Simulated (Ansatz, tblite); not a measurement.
**The cluster P2Au13H6+: charged states by level of theory**

What does removing or adding an electron cost or gain for the cluster P2Au13H6+? Each charged state is run at several levels.

The runs use Ansatz 0.2.0, Gaussian basis; as each input shows.

The runs, in order: charge +2 doublet, at the geometry of the singlet (PBE0-D4/def2-TZVP, PBE-D4/def2-TZVP, r2SCANh-D4/def2-TZVP); charge 0 doublet, at the geometry of the singlet (PBE0-D4/def2-TZVP, PBE-D4/def2-TZVP, r2SCANh-D4/def2-TZVP); the starting singlet's energies come from earlier runs.

## Step 1: The structure

The singlet was relaxed beforehand with r2SCAN-D4/def2-SVP.

21 atoms, charge 1, spin multiplicity 1.

Atoms are counted from 1 here; the program's logs count them from 0.

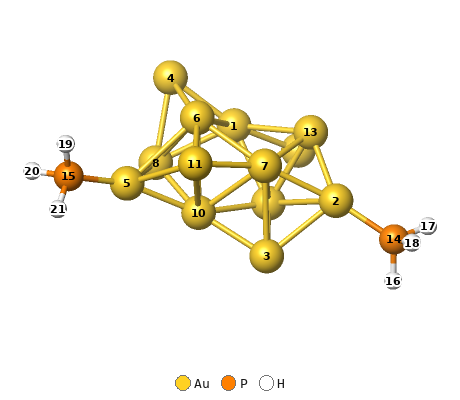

The geometry (gold amber, phosphorus orange, hydrogen white); atoms are numbered from 1 in the order of the file.

Au takes a core potential in the def2 sets. No spin-orbit coupling is included. The ion is computed in the gas phase, without counter-ions or solvent.

## Step 2: Charge +2 doublet at the fixed geometry, PBE0-D4/def2-TZVP

in.yaml

```yaml
crystal:
  periodic: [false, false, false]
  atoms:
    - {symbol: Au, position_ang: [-1.540279, -0.967439, -2.499044]}
    - {symbol: Au, position_ang: [3.066591, 0.641788, -1.543875]}
    - {symbol: Au, position_ang: [2.341486, -1.058893, 0.749189]}
    - {symbol: Au, position_ang: [-4.058380, -0.271553, -1.989250]}
    - {symbol: Au, position_ang: [-2.597465, -0.374297, 2.328263]}
    - {symbol: Au, position_ang: [-2.174442, 0.981023, -0.536488]}
    - {symbol: Au, position_ang: [0.659739, 1.258919, -0.483958]}
    - {symbol: Au, position_ang: [-2.729420, -1.812071, 0.014800]}
    - {symbol: Au, position_ang: [0.964898, -1.746498, -1.417550]}
    - {symbol: Au, position_ang: [-0.341892, -1.085970, 1.027058]}
    - {symbol: Au, position_ang: [-0.915566, 1.938979, 1.596863]}
    - {symbol: Au, position_ang: [0.357375, -2.054585, -4.015716]}
    - {symbol: Au, position_ang: [0.822172, 0.616712, -3.094978]}
    - {symbol: P, position_ang: [5.357175, 0.501297, -1.838070]}
    - {symbol: P, position_ang: [-4.013584, 0.342986, 4.012424]}
    - {symbol: H, position_ang: [6.084629, -0.542804, -1.214525]}
    - {symbol: H, position_ang: [5.823865, 0.366919, -3.168919]}
    - {symbol: H, position_ang: [6.116691, 1.620500, -1.417785]}
    - {symbol: H, position_ang: [-4.563446, 1.647213, 3.943495]}
    - {symbol: H, position_ang: [-5.191299, -0.413289, 4.230106]}
    - {symbol: H, position_ang: [-3.484648, 0.364662, 5.326659]}
basis:
  gaussian: {orbitals: def2-TZVP, fitting: {mean_field: def2-universal-jkfit}}
total_charge: 2
magnetization: {spin_polarized: true, initial_magnetization: 1}
hamiltonian: {xc: pbe0, dispersion: d4}
scf: {omitted_lower_state_checks: [starts]}
output: {orbitals: {seedname: orbitals}}
```

Launch:

```console
ansatz run in.yaml --threads 2 --pin off --events-out ev --progress --plain --max-ram 32768MiB --backend cuda --devices 0, --max-vram 18GiB
```

The log of the run:

```text
Functional definition: PBE0
  name "PBE0"
  cite "Adamo & Barone, J. Chem. Phys. 110, 6158 (1999) doi:10.1063/1.478522"
  cite "Perdew, Burke & Ernzerhof, Phys. Rev. Lett. 77, 3865 (1996) doi:10.1103/PhysRevLett.77.3865"
  parent pbe
  parameter a = 0.25
  parameter kappa = 0.804
  parameter beta = 0.06672455060314922
  exchange = (1 - a)*pbe_x(kappa = kappa, mu = beta*pi^2/3) + a*exact_x
  correlation = pbe_c(beta = beta)
these checks for a lower state are left out or cut short: starts
3575 factors; integrals over basis functions are off by at most 6.0e-1 eV
mean field evaluation 1: about -66659.8671 eV, gradient 8.1e1 eV
mean field evaluation 2: about -66187.1462 eV, gradient 3.9e2 eV
mean field evaluation 4: about -66676.7505 eV, gradient 4.0e1 eV
mean field evaluation 8: about -66683.1410 eV, gradient 5.3e-1 eV
mean field evaluation 16: about -66683.1411 eV, gradient 2.7e-3 eV
mean field -66683.14108989 eV, -2450.5602355972 hartree, gradient 3.1e-5 eV, S^2 0.758143; 0 other end points of the search recorded, 0 dependent functions left out
reference -66683.14116718 eV, -2450.5602384373 hartree; 141, 140 occupied and 489, 490 virtual orbitals, 3575 factors
Total energy: -66685.40523253 eV, -2450.6434413044 hartree
Checks for a lower state left out: starts
```

Wall time 20 s (1 × H100 (card shared with other runs) with 2 threads of AMD EPYC 7R13, shared host); peak host memory 1.4 GiB.

Report: HOMO -11.59 eV, LUMO -10.40 eV (over both spins); ⟨S²⟩ 0.758 (pure: 0.75).

## Step 3: Charge +2 doublet at the fixed geometry, PBE-D4/def2-TZVP

start.molden holds the orbitals of an earlier run on this state, given as this run's starting guess.

Edit in.yaml of step 2 so:

```diff
@@ -25,6 +25,6 @@
 basis:
-  gaussian: {orbitals: def2-TZVP, fitting: {mean_field: def2-universal-jkfit}}
+  gaussian: {orbitals: def2-TZVP, fitting: {mean_field: def2-universal-jkfit}, initial_orbitals: start.molden}
 total_charge: 2
 magnetization: {spin_polarized: true, initial_magnetization: 1}
-hamiltonian: {xc: pbe0, dispersion: d4}
+hamiltonian: {xc: pbe, dispersion: d4}
 scf: {omitted_lower_state_checks: [starts]}
```

Launched as before.

The log of the run:

```text
Functional definition: PBE
  name "PBE"
  cite "Perdew, Burke & Ernzerhof, Phys. Rev. Lett. 77, 3865 (1996) doi:10.1103/PhysRevLett.77.3865"
  parent pbe
  parameter kappa = 0.804
  parameter beta = 0.06672455060314922
  exchange = pbe_x(kappa = kappa, mu = beta*pi^2/3)
  correlation = pbe_c(beta = beta)
these checks for a lower state are left out or cut short: starts
3575 factors; integrals over basis functions are off by at most 6.0e-1 eV
mean field evaluation 1: about -66697.9734 eV, gradient 1.4e1 eV
mean field evaluation 2: about -66698.7479 eV, gradient 8.8e-1 eV
mean field evaluation 4: about -66698.7723 eV, gradient 7.1e-2 eV
mean field evaluation 8: about -66698.7723 eV, gradient 1.9e-5 eV
mean field -66698.77232654 eV, -2451.1346729485 hartree, gradient 1.9e-5 eV, S^2 0.751338; 0 other end points of the search recorded, 0 dependent functions left out
reference -66698.77242609 eV, -2451.1346766071 hartree; 141, 140 occupied and 489, 490 virtual orbitals, 3575 factors
Total energy: -66701.29398422 eV, -2451.2273421592 hartree
Checks for a lower state left out: starts
```

It took 15 s on 1 × H100 (card shared with other runs) with 2 threads of AMD EPYC 7R13, shared host; peak host memory 1.3 GiB.

Report: HOMO -11.12 eV, LUMO -11.00 eV (over both spins); ⟨S²⟩ 0.751 (pure: 0.75).

## Step 4: Charge +2 doublet at the fixed geometry, r2SCANh-D4/def2-TZVP

Edit in.yaml of step 3 so:

```diff
@@ -28,3 +28,3 @@
 magnetization: {spin_polarized: true, initial_magnetization: 1}
-hamiltonian: {xc: pbe, dispersion: d4}
+hamiltonian: {xc: {name: r2SCANh}, dispersion: d4}
 scf: {omitted_lower_state_checks: [starts]}
```

Same command.

The log of the run:

```text
Functional definition: r2SCANh
  name "r2SCANh"
  cite "Bursch, Neugebauer, Ehlert & Grimme, J. Chem. Phys. 156, 134105 (2022) doi:10.1063/5.0086040"
  cite "Furness, Kaplan, Ning, Perdew & Sun, J. Phys. Chem. Lett. 11, 8208 (2020) doi:10.1021/acs.jpclett.0c02405"
  cite "Furness, Kaplan, Ning, Perdew & Sun, J. Phys. Chem. Lett. 11, 9248 (2020) doi:10.1021/acs.jpclett.0c03077"
  parent r2scan
  parameter a = 0.1
  parameter k0 = 0.174
  parameter k1 = 0.065
  parameter a1 = 4.9479
  exchange = (1 - a)*r2scan_x(k0 = k0, k1 = k1, a1 = a1) + a*exact_x
  correlation = r2scan_c
these checks for a lower state are left out or cut short: starts
3575 factors; integrals over basis functions are off by at most 6.0e-1 eV
mean field evaluation 1: about -66703.8837 eV, gradient 7.0e0 eV
mean field evaluation 2: about -66704.0417 eV, gradient 2.1e-1 eV
mean field evaluation 4: about -66704.0316 eV, gradient 2.8e-3 eV
mean field -66704.03159776 eV, -2451.3279476013 hartree, gradient 2.0e-5 eV, S^2 0.757524; 0 other end points of the search recorded, 0 dependent functions left out
reference -66704.03164355 eV, -2451.3279492838 hartree; 141, 140 occupied and 489, 490 virtual orbitals, 3575 factors
Total energy: -66704.71436412 eV, -2451.3530388020 hartree
Checks for a lower state left out: starts
```

Run time: 17 s. Hardware: 1 × H100 (card shared with other runs) with 2 threads of AMD EPYC 7R13, shared host; peak host memory 1.6 GiB.

Report: HOMO -11.38 eV, LUMO -10.73 eV (over both spins); ⟨S²⟩ 0.758 (pure: 0.75).

## Step 5: Vertical ionisation energy

Charged state less starting state, singlet to doublet; the starting state's energies are those of its earlier runs.

| level | vertical ionisation energy (eV) | time |
| --- | --- | --- |
| PBE-D4/def2-TZVP | +9.46 | 33 s |
| r2SCANh-D4/def2-TZVP | +9.40 | 36 s |
| PBE0-D4/def2-TZVP | +9.36 | 45 s |

Times add the two runs; a level without a time comes out of a correlated run.

Beside −ε(HOMO) of the starting state:

| level | −ε(HOMO) (eV) | by difference (eV) | mismatch (eV) |
| --- | --- | --- | --- |
| PBE-D4/def2-TZVP | 7.84 | 9.46 | -1.62 |
| r2SCANh-D4/def2-TZVP | 8.05 | 9.40 | -1.35 |
| PBE0-D4/def2-TZVP | 8.24 | 9.36 | -1.12 |

## Step 6: Charge 0 doublet at the fixed geometry, PBE0-D4/def2-TZVP

Edit in.yaml of step 4 so:

```diff
@@ -25,6 +25,5 @@
 basis:
-  gaussian: {orbitals: def2-TZVP, fitting: {mean_field: def2-universal-jkfit}, initial_orbitals: start.molden}
-total_charge: 2
+  gaussian: {orbitals: def2-TZVP, fitting: {mean_field: def2-universal-jkfit}}
 magnetization: {spin_polarized: true, initial_magnetization: 1}
-hamiltonian: {xc: {name: r2SCANh}, dispersion: d4}
+hamiltonian: {xc: pbe0, dispersion: d4}
 scf: {omitted_lower_state_checks: [starts]}
```

The command is unchanged.

The log of the run:

```text
Functional definition: PBE0
  name "PBE0"
  cite "Adamo & Barone, J. Chem. Phys. 110, 6158 (1999) doi:10.1063/1.478522"
  cite "Perdew, Burke & Ernzerhof, Phys. Rev. Lett. 77, 3865 (1996) doi:10.1103/PhysRevLett.77.3865"
  parent pbe
  parameter a = 0.25
  parameter kappa = 0.804
  parameter beta = 0.06672455060314922
  exchange = (1 - a)*pbe_x(kappa = kappa, mu = beta*pi^2/3) + a*exact_x
  correlation = pbe_c(beta = beta)
these checks for a lower state are left out or cut short: starts
3575 factors; integrals over basis functions are off by at most 6.0e-1 eV
mean field evaluation 1: about -66689.9229 eV, gradient 4.5e1 eV
mean field evaluation 2: about -66650.9456 eV, gradient 1.2e2 eV
mean field evaluation 4: about -66697.4952 eV, gradient 4.7e0 eV
mean field evaluation 8: about -66697.5779 eV, gradient 3.4e-1 eV
mean field evaluation 16: about -66697.5791 eV, gradient 1.1e-2 eV
mean field evaluation 32: about -66697.5791 eV, gradient 9.4e-5 eV
mean field -66697.57908962 eV, -2451.0908223008 hartree, gradient 1.0e-5 eV, S^2 0.758888; 0 other end points of the search recorded, 0 dependent functions left out
reference -66697.57915435 eV, -2451.0908246795 hartree; 142, 141 occupied and 488, 489 virtual orbitals, 3575 factors
Total energy: -66699.93387766 eV, -2451.1773591648 hartree
Checks for a lower state left out: starts
```

It took 23 s on 1 × H100 (card shared with other runs) with 2 threads of AMD EPYC 7R13, shared host; peak host memory 1.4 GiB.

From the report: HOMO -4.10 eV, LUMO -3.00 eV (over both spins); ⟨S²⟩ 0.759 (pure: 0.75).

## Step 7: Charge 0 doublet at the fixed geometry, PBE-D4/def2-TZVP

Edit in.yaml of step 6 so:

```diff
@@ -25,5 +25,5 @@
 basis:
-  gaussian: {orbitals: def2-TZVP, fitting: {mean_field: def2-universal-jkfit}}
+  gaussian: {orbitals: def2-TZVP, fitting: {mean_field: def2-universal-jkfit}, initial_orbitals: start.molden}
 magnetization: {spin_polarized: true, initial_magnetization: 1}
-hamiltonian: {xc: pbe0, dispersion: d4}
+hamiltonian: {xc: pbe, dispersion: d4}
 scf: {omitted_lower_state_checks: [starts]}
```

Same command.

The log of the run:

```text
Functional definition: PBE
  name "PBE"
  cite "Perdew, Burke & Ernzerhof, Phys. Rev. Lett. 77, 3865 (1996) doi:10.1103/PhysRevLett.77.3865"
  parent pbe
  parameter kappa = 0.804
  parameter beta = 0.06672455060314922
  exchange = pbe_x(kappa = kappa, mu = beta*pi^2/3)
  correlation = pbe_c(beta = beta)
these checks for a lower state are left out or cut short: starts
3575 factors; integrals over basis functions are off by at most 6.0e-1 eV
mean field evaluation 1: about -66712.7599 eV, gradient 1.4e1 eV
mean field evaluation 2: about -66713.5066 eV, gradient 8.7e-1 eV
mean field evaluation 4: about -66713.5291 eV, gradient 6.9e-2 eV
mean field evaluation 8: about -66713.5294 eV, gradient 1.6e-5 eV
mean field -66713.52938697 eV, -2451.6769849169 hartree, gradient 6.4e-6 eV, S^2 0.752291; 0 other end points of the search recorded, 0 dependent functions left out
reference -66713.52947280 eV, -2451.6769880709 hartree; 142, 141 occupied and 488, 489 virtual orbitals, 3575 factors
Total energy: -66716.15249539 eV, -2451.7733823732 hartree
Checks for a lower state left out: starts
```

It took 16 s on 1 × H100 (card shared with other runs) with 2 threads of AMD EPYC 7R13, shared host; peak host memory 1.4 GiB.

Report: HOMO -3.86 eV, LUMO -3.71 eV (over both spins); ⟨S²⟩ 0.752 (pure: 0.75).

## Step 8: Charge 0 doublet at the fixed geometry, r2SCANh-D4/def2-TZVP

Edit in.yaml of step 7 so:

```diff
@@ -27,3 +27,3 @@
 magnetization: {spin_polarized: true, initial_magnetization: 1}
-hamiltonian: {xc: pbe, dispersion: d4}
+hamiltonian: {xc: {name: r2SCANh}, dispersion: d4}
 scf: {omitted_lower_state_checks: [starts]}
```

Launched as before.

The log of the run:

```text
Functional definition: r2SCANh
  name "r2SCANh"
  cite "Bursch, Neugebauer, Ehlert & Grimme, J. Chem. Phys. 156, 134105 (2022) doi:10.1063/5.0086040"
  cite "Furness, Kaplan, Ning, Perdew & Sun, J. Phys. Chem. Lett. 11, 8208 (2020) doi:10.1021/acs.jpclett.0c02405"
  cite "Furness, Kaplan, Ning, Perdew & Sun, J. Phys. Chem. Lett. 11, 9248 (2020) doi:10.1021/acs.jpclett.0c03077"
  parent r2scan
  parameter a = 0.1
  parameter k0 = 0.174
  parameter k1 = 0.065
  parameter a1 = 4.9479
  exchange = (1 - a)*r2scan_x(k0 = k0, k1 = k1, a1 = a1) + a*exact_x
  correlation = r2scan_c
these checks for a lower state are left out or cut short: starts
3575 factors; integrals over basis functions are off by at most 6.0e-1 eV
mean field evaluation 1: about -66718.4739 eV, gradient 7.0e0 eV
mean field evaluation 2: about -66718.6382 eV, gradient 2.2e-1 eV
mean field evaluation 4: about -66718.6285 eV, gradient 2.7e-2 eV
mean field evaluation 8: about -66718.6285 eV, gradient 2.0e-5 eV
mean field -66718.62852479 eV, -2451.8643747753 hartree, gradient 9.1e-6 eV, S^2 0.761121; 0 other end points of the search recorded, 0 dependent functions left out
reference -66718.62856287 eV, -2451.8643761747 hartree; 142, 141 occupied and 488, 489 virtual orbitals, 3575 factors
Total energy: -66719.34123738 eV, -2451.8905664800 hartree
Checks for a lower state left out: starts
```

It took 21 s on 1 × H100 (card shared with other runs) with 2 threads of AMD EPYC 7R13, shared host; peak host memory 1.8 GiB.

HOMO -3.97 eV, LUMO -3.31 eV (over both spins); ⟨S²⟩ 0.761 (pure: 0.75).

## Step 9: Vertical electron affinity

Starting state less charged state (positive: the electron is bound), singlet to doublet; the starting state's energies are those of its earlier runs.

| level | vertical electron affinity (eV) | time |
| --- | --- | --- |
| PBE-D4/def2-TZVP | +5.40 | 35 s |
| r2SCANh-D4/def2-TZVP | +5.23 | 40 s |
| PBE0-D4/def2-TZVP | +5.17 | 48 s |

Times add the two runs; a level without a time comes out of a correlated run.

Beside −ε(LUMO) of the starting state:

| level | −ε(LUMO) (eV) | by difference (eV) | mismatch (eV) |
| --- | --- | --- | --- |
| PBE-D4/def2-TZVP | 6.84 | 5.40 | +1.44 |
| r2SCANh-D4/def2-TZVP | 6.47 | 5.23 | +1.24 |
| PBE0-D4/def2-TZVP | 6.15 | 5.17 | +0.98 |

## Step 10: Outcome

| quantity | value |
| --- | --- |
| vertical ionisation energy, functionals in def2-TZVP | 9.36 (PBE0-D4) to 9.46 eV (PBE-D4) |
| vertical electron affinity, functionals in def2-TZVP | 5.17 (PBE0-D4) to 5.40 eV (PBE-D4) |

The vertical ionisation energy spans 9.36 to 9.46 eV over the functionals. −ε(HOMO) misses the level's own difference by -1.12 eV at best (PBE0-D4) and -1.62 eV at worst (PBE-D4). The vertical electron affinity spans 5.17 to 5.40 eV over the functionals. −ε(LUMO) misses the level's own difference by +0.98 eV at best (PBE0-D4) and +1.44 eV at worst (PBE-D4). The charged states' spins were chosen beforehand and needn't be their lowest.
